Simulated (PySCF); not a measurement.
# CH₂F, doublet, SMILES `[CH2]F`: electronic structure

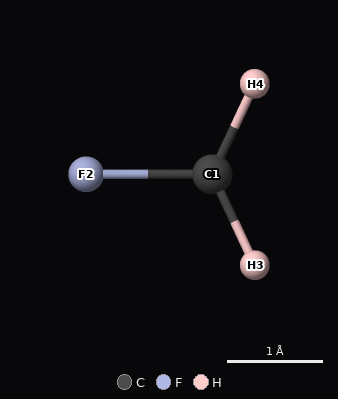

The molecule, with its atoms numbered as below. No frequency check shows the geometry to be a minimum.

Cartesian coordinates (Å):

```
C1       0.6499   -0.0000   -0.0422
F2      -0.6812   -0.0000    0.0073
H3       1.1160   -0.9544    0.0937
H4       1.1158    0.9547    0.0937
```

## 1. Bonding charge

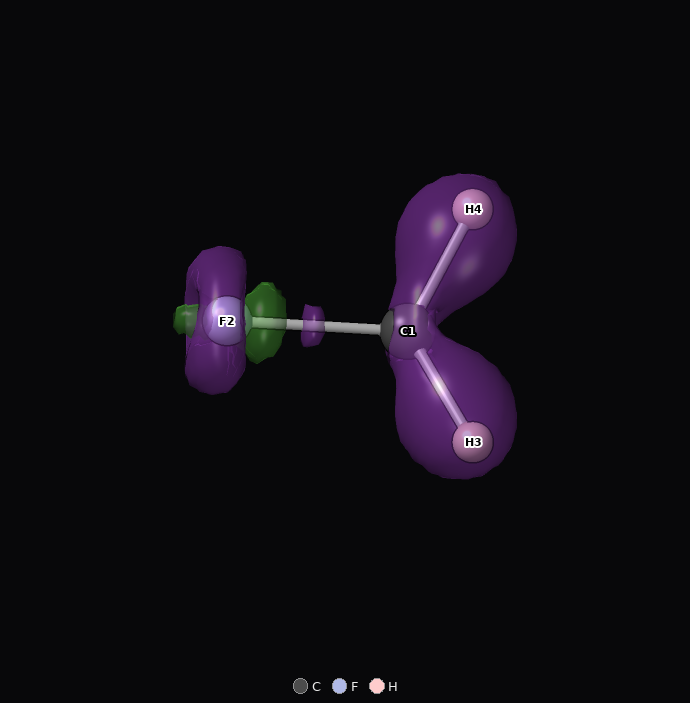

Deformation density (molecule less spherical, spin-averaged free atoms at the same positions), surfaces at ±0.2 e/Å³; purple: gain, green: loss.

PySCF calculation, TPSSh/def2-TZVP, gas phase; geometry: GFN2-xTB. The stability of the open-shell solution wasn't checked. GFN2-xTB doesn't know the spin state, so this open-shell geometry is rough.

Question: Describe the bonding that the map shows.

Answer: C1–H3 and C1–H4: +0.81 e/Å³ at the bond critical point (bond length 1.07 Å, Mayer order 1.0). C1–F2: −0.04 e/Å³ at the bond critical point (bond length 1.33 Å, Mayer order 1.1); up to 0.6 Å beside the axis the gain reaches +0.27 e/Å³. In all, 0.8 electrons gather in the regions of gain relative to the promolecule. A small or negative value marks a very polar bond, one between electron-rich atoms, whose free-atom densities already overlap strongly, a long bond to a heavier atom, or a closed-shell contact such as a hydrogen bond.

Question: Where do the Hirshfeld charges lie?

Answer: The highest Hirshfeld charge is on H3 and H4 (+0.04 e), the lowest on F2 (−0.09 e).

## 2. Bond critical points

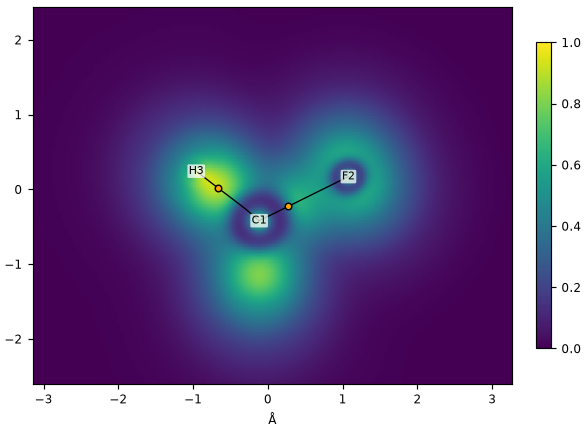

Localised orbital locator (LOL) in the plane of C1, F2 and H3, with bond paths and bond critical points (dots).

Question: What values does LOL take at the bond critical points in this plane?

Answer: C1–H3: about 0.91; C1–F2: about 0.41. Values above 0.5 mark slow, localised electrons, as in shared pairs; low values at a critical point mark a polar or closed-shell contact whose critical point lies between the shells.

Question: Where along C1–F2 does the critical point lie?

Answer: 0.44 Å from C1 and 0.90 Å from F2.

## 3. Local ionisation energy

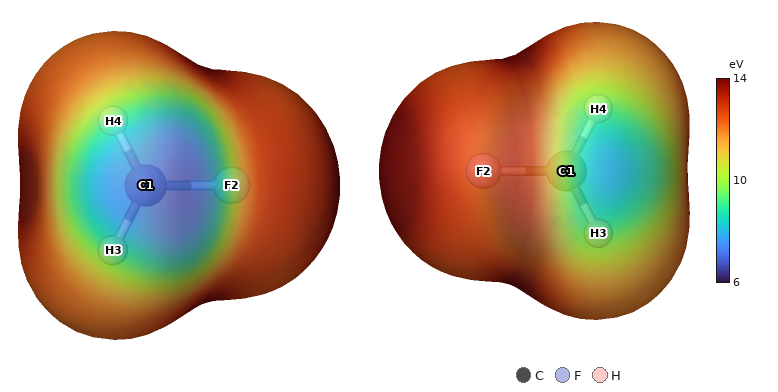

Average local ionisation energy on the surface of electron density 0.001 a.u. (back view left, front view right).

Question: Where are the most loosely bound electrons on this surface?

Answer: The lowest value is 7.0 eV, over C1, off the plane of its three bonds (2.0 Å). Further minima include 8.0 eV, over C1, off the plane of its three bonds (2.0 Å); 12.5 eV, 1.7 Å from F2, and at like points elsewhere. For comparison, the highest occupied orbital lies at −5.5 eV.

Question: What volume does the surface enclose, and what is the dipole moment?

Answer: About 43 Å³; the dipole moment is 1.3 D.

## 4. Spin density

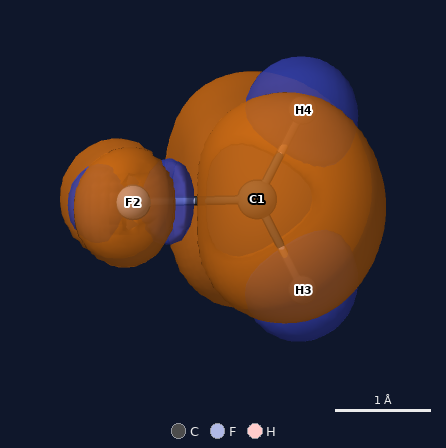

Spin density ρα − ρβ at ±0.01 e/Å³ (orange: excess α, blue: excess β).

Question: Give the atomic spin populations that go with this picture.

Answer: Hirshfeld spin populations: C1 +0.76, F2 +0.14 and H3 and H4 +0.06. ⟨S²⟩ = 0.76, as for a pure state. The picture also shows regions of β spin from spin polarisation; the Hirshfeld sums, whose atoms overlap, net them against the α spin of neighbours.

## 5. In an electric field

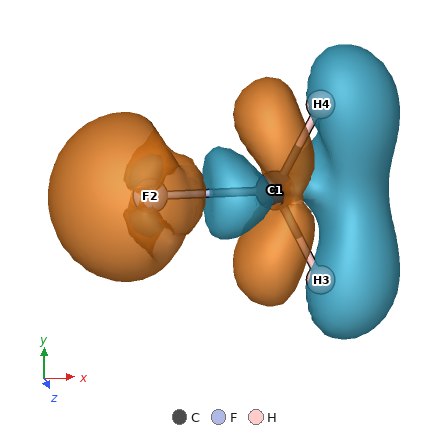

Change of the electron density in a uniform field of 0.26 V/Å, surfaces at ±0.0015 e/Å³ (light blue: gain, orange: loss).

Level of theory: PBE0/def2-SVP (PySCF), at a geometry from GFN2-xTB. A basis without diffuse functions makes polarisabilities too small. The stability of the open-shell solution wasn't checked. GFN2-xTB doesn't know the spin state, so this open-shell geometry is rough.

The field was applied in both directions; the picture shows the one opposite to the script's first.

Question: Along which Cartesian direction does the field point?

Answer: Along −x: electrons gather on the +x side, against the field.

Question: What dipole is induced, and what polarisability does it imply?

Answer: The induced dipole is 0.16 D (along the field); α along this axis, from the fields in both directions, is 12 bohr³ (1.8 Å³).

## 6. Removing or adding an electron

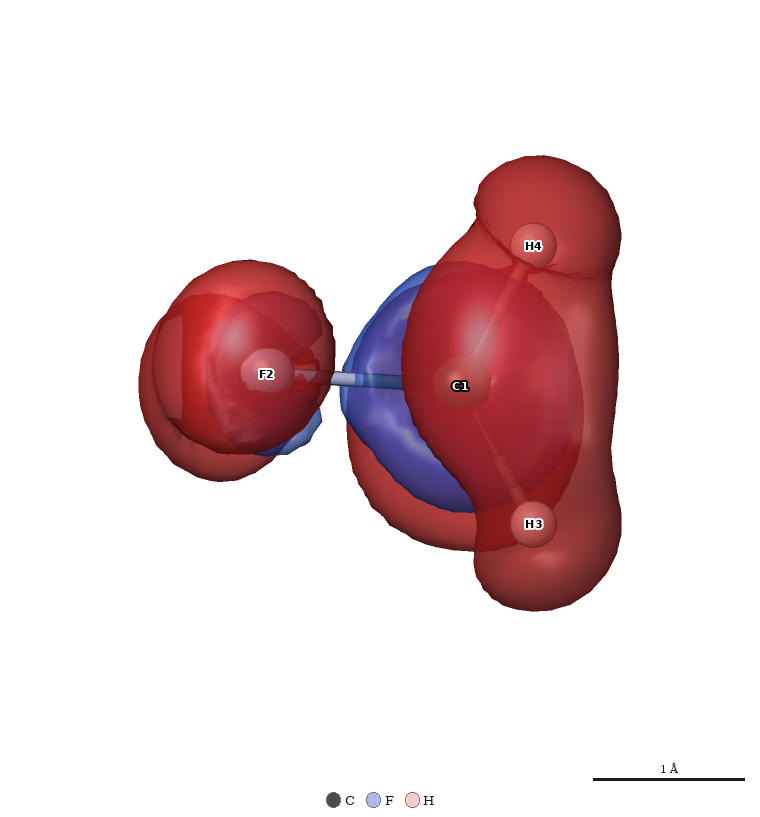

Fukui function f⁻ = ρ(N) − ρ(N−1) at fixed geometry, surfaces at ±0.04 e/Å³ (red positive, blue negative).

Computed with PySCF, PBE/aug-cc-pVDZ, geometry: GFN2-xTB. GFN2-xTB doesn't know the spin state, so this open-shell geometry is rough.

Question: Which atoms respond most to the removal of an electron?

Answer: f⁻ (Hirshfeld-condensed) is largest on C1 (0.47); the vertical ionisation energy is 9.38 eV (to the singlet cation, which needn't be its lowest state). Condensed values hint at sites of electrophilic attack but needn't mark the atom that reacts. Orbital relaxation makes it negative in places (0.14 e in all).

```json
{"atom": "C1", "f⁻": "+0.47", "charge": "−0.01"}
{"atom": "F2", "f⁻": "+0.25", "charge": "−0.08"}
{"atom": "H3", "f⁻": "+0.14", "charge": "+0.04"}
{"atom": "H4", "f⁻": "+0.14", "charge": "+0.04"}
```
